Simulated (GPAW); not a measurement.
**Ti2C(OH)2 MXene monolayer: simulated STM images**

What would a tunnelling microscope show on Ti2C(OH)2 MXene monolayer?

Main program and level: GPAW 26.7.0; GPAW, PAW setups; layer in a repeated cell with vacuum, relaxation of atoms and in-plane cell, in the first sound run; inputs show where later runs differ.

## Step 1: The starting structure

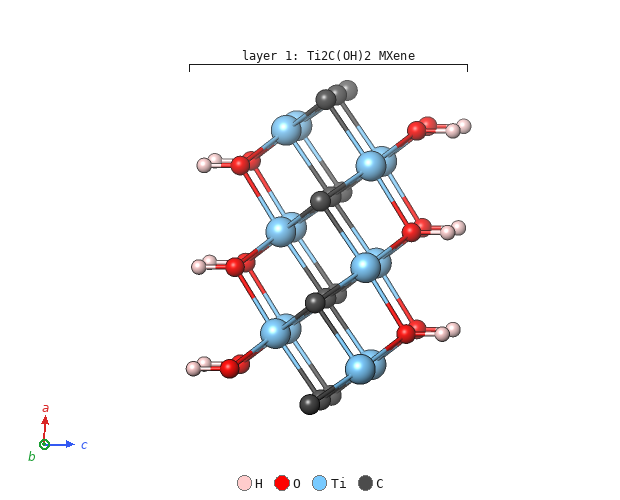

The starting structure, seen from the side, with the c axis across the page (hydrogen pink, oxygen red, titanium blue, carbon dark grey). 3×2×1 cells are drawn. Some periodic images of atoms are drawn too.

The cell holds 7 atoms: 2 H, 2 O, 2 Ti and 1 C. Its edges and angles: a = 3.100 Å, b = 3.100 Å, c = 24.603 Å, α = 90.0°, β = 90.0°, γ = 120.0°. Vacuum lies along c.

## Step 2: Relaxation

The atoms are relaxed first, since the surface dipole, and with it the work function, follows the positions of the outer layers.

Contents of run.py:

```python
import json
import numpy as np
from ase import Atoms
from ase.filters import FrechetCellFilter
from ase.optimize import BFGS
from gpaw import GPAW, PW

slab = Atoms(
    ['H', 'O', 'Ti', 'C', 'Ti', 'O', 'H'],
    positions=[
        [-0.00000, 1.78992, 9.00000],
        [-0.00000, 1.78992, 9.98000],
        [1.55012, 0.89496, 11.07826],
        [0.00000, 0.00000, 12.30153],
        [-0.00000, 1.78992, 13.52480],
        [1.55012, 0.89496, 14.62306],
        [1.55012, 0.89496, 15.60306]],
    cell=[[3.10024, 0.0, 0.0], [-1.55012, 2.68489, 0.0], [0.0, 0.0, 24.6031]],
    pbc=[True, True, True])

slab.calc = GPAW(mode=PW(600), xc='PBE', kpts={'size': (12, 12, 1), 'gamma': True},
                 occupations={'name': 'fermi-dirac', 'width': 0.05}, nbands='160%',
                 convergence={'density': 1e-05}, maxiter=200,
                 symmetry={'tolerance': 1e-3}, txt='slab.txt')
result = {}
# The in-plane cell is free; stress needs a cell that repeats along all three vectors
path = []
opt = BFGS(FrechetCellFilter(slab, mask=[1, 1, 0, 0, 0, 1]), maxstep=0.2)
opt.attach(lambda: path.append((slab.get_potential_energy(), slab.positions.tolist(), slab.get_forces().tolist())))
result['relaxed'] = bool(opt.run(fmax=0.02, steps=45))
result['path'] = path
result['cell'] = slab.cell.tolist()
print('in-plane lattice', slab.cell.cellpar().round(4)[[0, 1, 5]])
energy = slab.get_potential_energy()
fermi = slab.calc.get_fermi_level()
v = slab.calc.get_electrostatic_potential().mean((0, 1)) - fermi
n = slab.calc.get_pseudo_density().mean((0, 1))
L = slab.cell[2, 2]
z = np.arange(len(v)) * L / len(v)
low, high = slab.positions[:, 2].min(), slab.positions[:, 2].max()
below, above = np.interp([low - 6.8, high + 6.8], z, v)
slopes = [np.interp(x, z, np.gradient(v, z)) for x in (low - 6.8, high + 6.8)]
eps = np.array([[slab.calc.get_eigenvalues(k, s) for k in range(len(slab.calc.get_ibz_k_points()))]
                for s in range(slab.calc.get_number_of_spins())]) - fermi
top, bottom = eps[eps < 0].max(), eps[eps > 0].min()
dipole = slab.get_dipole_moment()[2]
print(f'energy {energy:.4f} eV, Fermi level {fermi:.4f} eV, dipole {dipole:.5f} e A')
print(f'potential 6.8 A off the faces, from the Fermi level: lower {below:.4f} eV, upper {above:.4f} eV')
print(f'slope of the potential there: lower {slopes[0]:.5f}, upper {slopes[1]:.5f} eV/A')
print(f'nearest levels on the mesh: {top:.4f} and {bottom:.4f} eV')
print('magnetic moment', round(slab.get_magnetic_moment(), 3))
result.update(energy=energy, fermi=fermi, dipole=dipole, below=below, above=above, slopes=slopes, edges=[top, bottom],
              z=z.tolist(), v=v.tolist(), n=n.tolist(), positions=slab.positions.tolist(),
              forces=slab.get_forces(apply_constraint=False).tolist(), moments=slab.get_magnetic_moments().tolist())
json.dump(result, open('result.json', 'w'))
```

Run with:

```bash
$ OMP_NUM_THREADS=1 OPENBLAS_NUM_THREADS=1 python run.py
```

The program printed:

```text
Step          Energy          fmax
BFGS:    0      -48.895017        3.177809
BFGS:    1      -49.164713        1.713026
BFGS:    2      -49.285742        0.332717
BFGS:    3      -49.289030        0.202332
BFGS:    4      -49.296368        0.518962
BFGS:    5      -49.304214        0.662596
BFGS:    6      -49.304757        0.460623
BFGS:    7      -49.304564        0.224889
BFGS:    8      -49.304719        0.092061
BFGS:    9      -49.304200        0.109757
BFGS:   10      -49.302014        0.152952
BFGS:   11      -49.299424        0.113306
BFGS:   12      -49.297420        0.038441
BFGS:   13      -49.297262        0.004800
in-plane lattice [  3.0368   3.0368 120.    ]
energy -49.2884 eV, Fermi level 1.3186 eV, dipole -0.00060 e A
potential 6.8 A off the faces, from the Fermi level: lower 1.9978 eV, upper 2.0001 eV
slope of the potential there: lower -0.00126, upper 0.00016 eV/A
nearest levels on the mesh: -0.0125 and 0.0539 eV
magnetic moment 0.0
```

Elapsed: 11 min, on 1 thread of Intel Xeon 6975P-C (Granite Rapids), shared host; peak memory 0.66 GiB.

This run has no spin polarisation, although Ti can carry a moment.

This step gave:

```yaml
dipole_along_the_normal: -5.98e-4 e·Å
levels_nearest_the_fermi_level_on_the_mesh: -0.01254, 0.05390 eV from the Fermi level
```

The electrostatic potential energy of an electron (without an applied field's), less the Fermi level, planar mean oscillates, so the rows of the table below give means over windows of 1.58 Å about each position, cut where the curve ends. Its maxima inside the range that stand out by 2 % of the span (Å: eV): 9.2: -0.389, 10.3: -5.85, 11.9: -8.02, 12.7: -8.02, 14.3: -5.84, 15.4: -0.379. Its minima: 8.9: -1.50, 9.8: -10.9, 11.2: -19.1, 12.3: -12.7, 13.4: -19.1, 14.8: -10.8, 15.7: -1.49.

Electrostatic potential energy of an electron (without an applied field's), less the Fermi level, planar mean against z; means over each step:

```tsv
z (Å)	electrostatic potential energy of an electron (without an applied field's), less the Fermi level, planar mean (eV)
0.79	2.00
2.37	2.00
3.95	1.99
5.53	1.94
7.11	1.60
8.69	-0.334
10.27	-9.55
11.85	-12.2
13.43	-12.8
15.01	-4.84
16.59	0.740
18.17	1.82
19.75	1.98
21.33	2.00
22.91	2.00
24.49	2.00
```

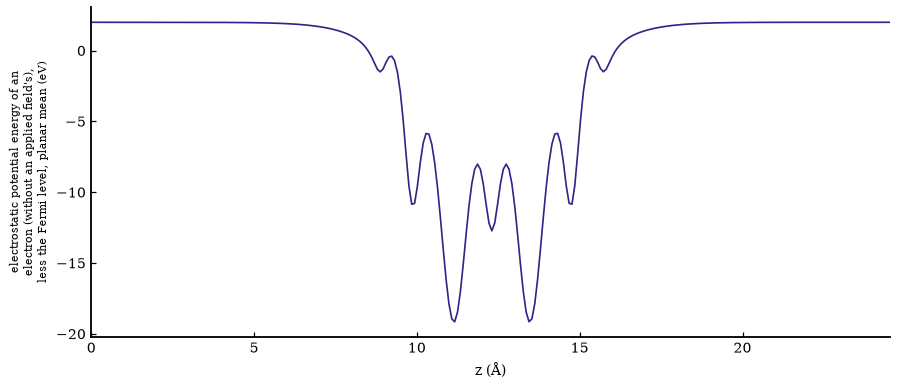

Electrostatic potential energy of an electron (without an applied field's), less the Fermi level, planar mean, plotted against z.

The pseudo valence density, planar mean oscillates, so the rows of the table below give means over windows of 1.23 Å about each position, cut where the curve ends. Its maxima inside the range that stand out by 2 % of the span (Å: e/Å³): 9.8: 0.941, 11.1: 1.51, 13.5: 1.51, 14.8: 0.941. Its minima: 10.4: 0.522, 12.5: 0.580, 14.2: 0.522.

Table of pseudo valence density, planar mean by z; means over each step:

```tsv
z (Å)	pseudo valence density, planar mean (e/Å³)
4.30	1.1e-4
5.54	4.7e-4
6.77	0.00178
8.00	0.0193
9.22	0.385
10.46	0.830
11.69	0.900
12.92	0.898
14.14	0.831
15.38	0.387
16.61	0.0196
17.83	0.00179
19.06	4.7e-4
20.29	1.1e-4
```

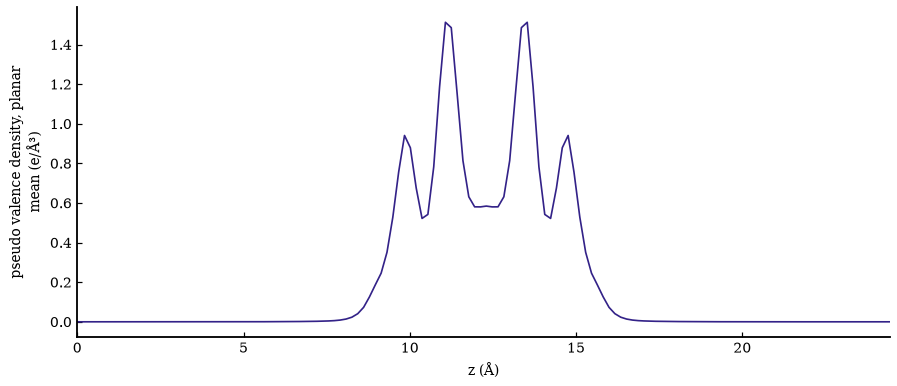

Pseudo valence density, planar mean, plotted against z.

The relaxation lowered the energy of the cell by 0.403 eV (energies extrapolated to zero smearing; the optimiser's log prints free energies). The largest force left on a free atom is 0.0048 eV/Å.

## Step 3: Plane waves, PBE

The work function is the vacuum plateau of the electrostatic potential less the Fermi level; a dipole layer lets the two faces have plateaus of their own.

This step: GPAW, PAW setups; slab in vacuum (GPAW 26.7.0).

The cell differs from the one that the last finished run ended in (c 24.603 → 24.828 Å).

Contents of run.py:

```python
import json
import numpy as np
from ase import Atoms
from ase.dft.stm import STM
from gpaw import GPAW, PW

slab = Atoms(
    ['H', 'O', 'Ti', 'C', 'Ti', 'O', 'H'],
    positions=[
        [0.00000, 1.75328, 9.00000],
        [0.00000, 1.75328, 9.97489],
        [1.51839, 0.87664, 11.25212],
        [-0.00000, -0.00000, 12.41420],
        [0.00000, 1.75328, 13.57628],
        [1.51839, 0.87664, 14.85351],
        [1.51839, 0.87664, 15.82840]],
    cell=[[3.03678, 0.0, 0.0], [-1.51839, 2.62993, 0.0], [0.0, 0.0, 24.8284]],
    pbc=[True, True, False])

slab.calc = GPAW(mode=PW(500), xc='PBE', kpts={'size': (12, 12, 1), 'gamma': True},
                 occupations={'name': 'fermi-dirac', 'width': 0.05}, nbands='160%',
                 convergence={'density': 1e-05}, maxiter=200,
                 poissonsolver={'dipolelayer': 'xy'},
                 symmetry={'tolerance': 1e-3}, txt='slab.txt')
result = {}
energy = slab.get_potential_energy()
fermi = slab.calc.get_fermi_level()
v = slab.calc.get_electrostatic_potential().mean((0, 1)) - fermi
n = slab.calc.get_pseudo_density().mean((0, 1))
L = slab.cell[2, 2]
z = np.arange(len(v)) * L / len(v)
low, high = slab.positions[:, 2].min(), slab.positions[:, 2].max()
below, above = np.interp([low - 6.8, high + 6.8], z, v)
slopes = [np.interp(x, z, np.gradient(v, z)) for x in (low - 6.8, high + 6.8)]
eps = np.array([[slab.calc.get_eigenvalues(k, s) for k in range(len(slab.calc.get_ibz_k_points()))]
                for s in range(slab.calc.get_number_of_spins())]) - fermi
top, bottom = eps[eps < 0].max(), eps[eps > 0].min()
dipole = slab.get_dipole_moment()[2]
print(f'energy {energy:.4f} eV, Fermi level {fermi:.4f} eV, dipole {dipole:.5f} e A')
print(f'potential 6.8 A off the faces, from the Fermi level: lower {below:.4f} eV, upper {above:.4f} eV')
print(f'slope of the potential there: lower {slopes[0]:.5f}, upper {slopes[1]:.5f} eV/A')
print(f'nearest levels on the mesh: {top:.4f} and {bottom:.4f} eV')
print('magnetic moment', round(slab.get_magnetic_moment(), 3))
result.update(energy=energy, fermi=fermi, dipole=dipole, below=below, above=above, slopes=slopes, edges=[top, bottom],
              z=z.tolist(), v=v.tolist(), n=n.tolist(), positions=slab.positions.tolist(),
              forces=slab.get_forces(apply_constraint=False).tolist(), moments=slab.get_magnetic_moments().tolist())

# Images need the states of the whole zone, up to time reversal
slab.calc = slab.calc.fixed_density(symmetry={'point_group': False}, txt='states.txt', nbands='250%',
                                    convergence={'bands': 'CBM+1.3'})
stm = STM(slab)
result['stm'] = []
for bias in [-1.0, 1.0]:
    height = high + 3.5
    current = stm.get_averaged_current(bias, height)
    x, y, h = stm.scan(bias, current)
    i, f = divmod(height / L * stm.ldos.shape[2], 1)
    I = abs((1 - f) * stm.ldos[:, :, int(i)] + f * stm.ldos[:, :, int(i) + 1])
    print(f'bias {bias} V: mean current at 3.5 A {current:.4e}, corrugation {np.ptp(h):.4f} A')
    result['stm'].append(dict(bias=bias, current=current, h=(h - high).tolist(), I=I.tolist()))
json.dump(result, open('result.json', 'w'))
```

The program printed:

```text
energy -48.5523 eV, Fermi level 1.2794 eV, dipole 0.00001 e A
potential 6.8 A off the faces, from the Fermi level: lower 2.0146 eV, upper 2.0146 eV
slope of the potential there: lower -0.00064, upper 0.00064 eV/A
nearest levels on the mesh: -0.0128 and 0.0539 eV
magnetic moment 0.0
bias -1.0 V: mean current at 3.5 A 1.7011e-04, corrugation 0.0342 A
bias 1.0 V: mean current at 3.5 A 1.3956e-03, corrugation 0.0380 A
```

Elapsed: 2.2 min, on 1 thread; peak memory 0.76 GiB.

This step gave:

```
dipole along the normal                    : 7.37e-6 e·Å
levels nearest the Fermi level on the mesh : -0.01275, 0.05386 eV from the Fermi level
upper work function                        : 2.015 eV
lower work function                        : 2.015 eV
corrugation -1                             : 0.03423 Å
corrugation 1                              : 0.03798 Å
```

The electrostatic potential energy of an electron (without an applied field's), less the Fermi level, planar mean oscillates, so the rows of the table below give means over windows of 1.56 Å about each position, cut where the curve ends. Its maxima inside the range that stand out by 2 % of the span (Å: eV): 9.3: -0.385, 10.4: -5.86, 12.0: -8.04, 12.9: -8.04, 14.4: -5.86, 15.5: -0.385. Its minima: 9.0: -1.47, 10.0: -10.9, 11.2: -19.1, 12.4: -12.7, 13.6: -19.1, 14.8: -10.9, 15.8: -1.47.

Table of electrostatic potential energy of an electron (without an applied field's), less the Fermi level, planar mean by z; means over each step:

```tsv
z (Å)	electrostatic potential energy of an electron (without an applied field's), less the Fermi level, planar mean (eV)
0.78	2.02
2.34	2.01
3.90	2.01
5.46	1.97
7.02	1.70
8.58	0.0411
10.14	-7.17
11.70	-13.3
13.26	-13.3
14.82	-6.18
16.38	0.199
17.94	1.75
19.50	1.97
21.06	2.01
22.62	2.01
24.18	2.02
```

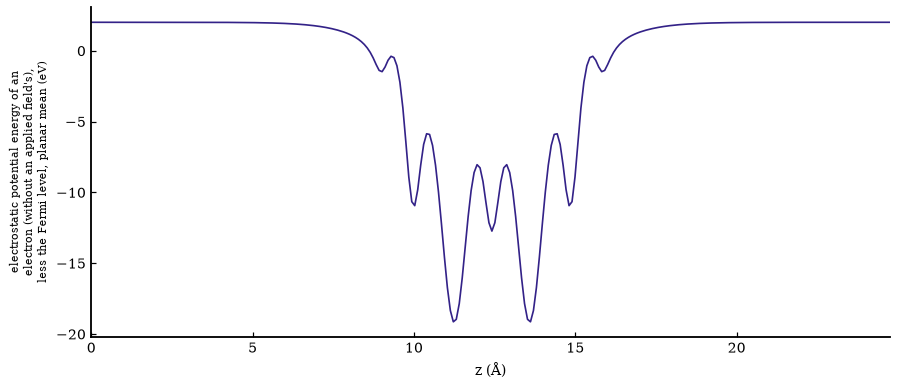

Electrostatic potential energy of an electron (without an applied field's), less the Fermi level, planar mean against z.

The pseudo valence density, planar mean oscillates, so the rows of the table below give means over windows of 1.29 Å about each position, cut where the curve ends. Its maxima inside the range that stand out by 2 % of the span (Å: e/Å³): 9.9: 0.926, 11.2: 1.54, 13.6: 1.54, 14.9: 0.926. Its minima: 10.5: 0.522, 12.7: 0.578, 14.3: 0.522.

The pseudo valence density, planar mean by z; means over each step:

```tsv
z (Å)	pseudo valence density, planar mean (e/Å³)
4.52	1.2e-4
5.80	5.7e-4
7.10	0.00236
8.38	0.0468
9.68	0.575
10.96	1.000
12.25	0.636
13.54	1.05
14.84	0.659
16.12	0.102
17.41	0.00383
18.71	8.1e-4
20.00	1.8e-4
21.29	3.6e-5
```

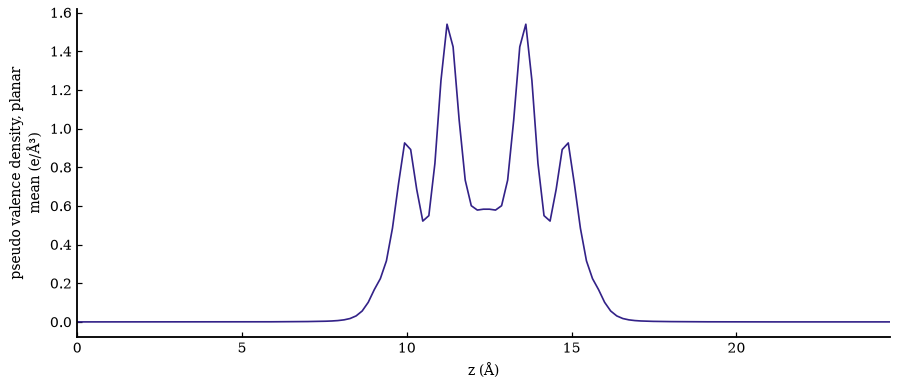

Pseudo valence density, planar mean against z.

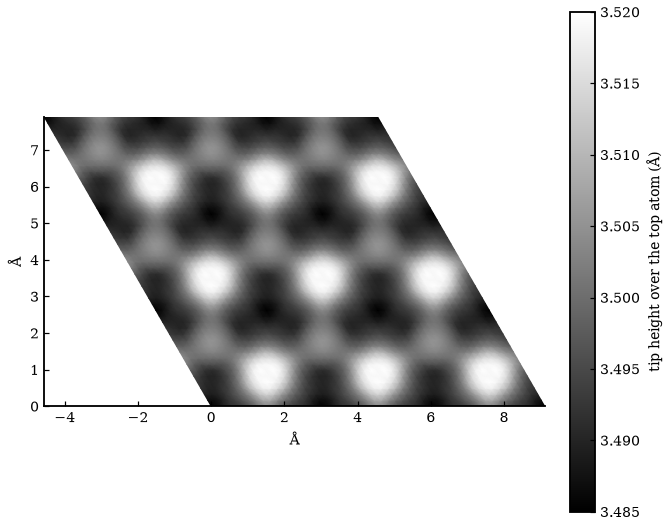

Tip height over the top atom over a1 and a2. Sample bias -1 V, constant current at the mean current 3.5 Å over the top atom. The cell is repeated, with its origin at the lower left corner.

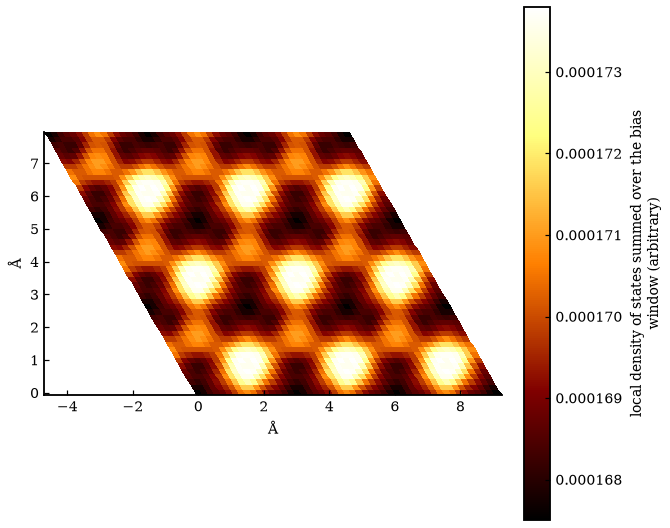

Local density of states summed over the bias window over a1 and a2. Sample bias -1 V, constant height 3.5 Å over the top atom. The cell is repeated, with its origin at the lower left corner.

(Continued in part 2 of 2.)

[Logs are printed without paths, hosts, clocks, repeated set-up lines and the standing remarks that a program may print on its own settings, such as how far it seeks lower states.]

[Hosts, paths, dates, database ids (printed as entryN), source tags and the programs' standing remarks are cut or masked in the printed files.]
